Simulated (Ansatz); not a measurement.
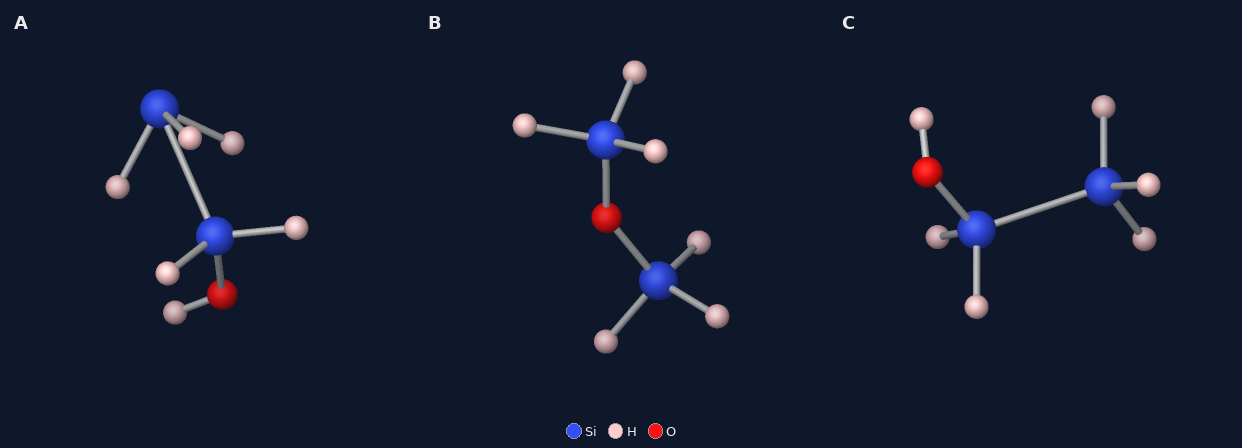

3 stationary structures of one formula. Geometries: PBE0-D4/def2-TZVP. Electronic energies: CCSD(T)/CBS (MP2 limit from def2-TZVPP and def2-QZVPP plus CCSD(T) − MP2) (Ansatz 0.2.0), without zero-point energy. Each is one conformer, not always the lowest.

Rank them by energy, lowest first.

Answer. B is lowest (a minimum); C lies 26.4 kcal/mol above it (a minimum), A lies 62.4 kcal/mol above it (a minimum).
